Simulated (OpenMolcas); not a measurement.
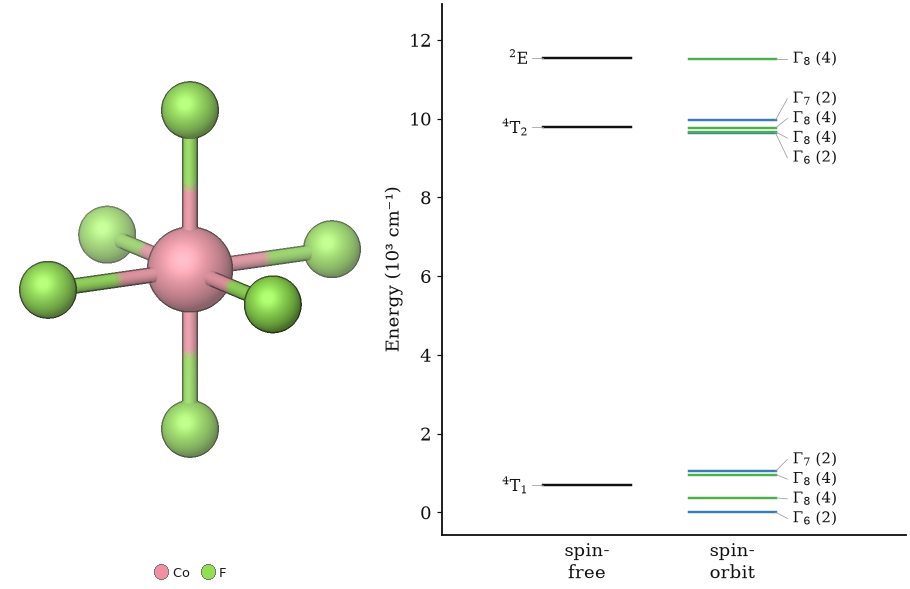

Co²⁺ (3d⁷) as a dopant in LiF, a cluster with its 6 nearest F⁻ at 2.086 Å (octahedron) embedded in model potentials and point charges; the geometry was set, not optimised, and its levels. Labels give the representation in O, Td, D4 or D3 as the site allows (double group for half-integer spin) where it could be assigned and, in brackets, the degeneracy; spin-free states, where drawn, share the zero of the spin-orbit levels. Level of the calculation: state-averaged SS-CASPT2, IPEA shift 0.25, imaginary shift 0.1 hartree, closed shells 3s 3p correlated, active space 7 electrons in the shell 3d, basis ANO-RCC-VDZP on all atoms, DKH2 scalar Hamiltonian, spin-orbit coupling by RASSI with atomic mean-field integrals (OpenMolcas).

Give the ground level, the first gap and the ligand-field bands.

The ground level is Γ₆, a Kramers doublet, 100 % from states of spin multiplicity 4. Its principal g values are 4.41, 4.41 and 4.41, isotropic. The next level lies at 365 cm⁻¹ (Γ₈). The lowest spin-free state is ⁴T₁, from the free-ion F term; of the same spin there follows at 9,090 cm⁻¹ (⁴T₂) above it.

Limits of the model: small active space favours high spin, ground spin may be wrong; single d shell for a late 3d ion, CASPT2 field may be too large; the geometry is set by hand, with no relaxation and no charge compensation.
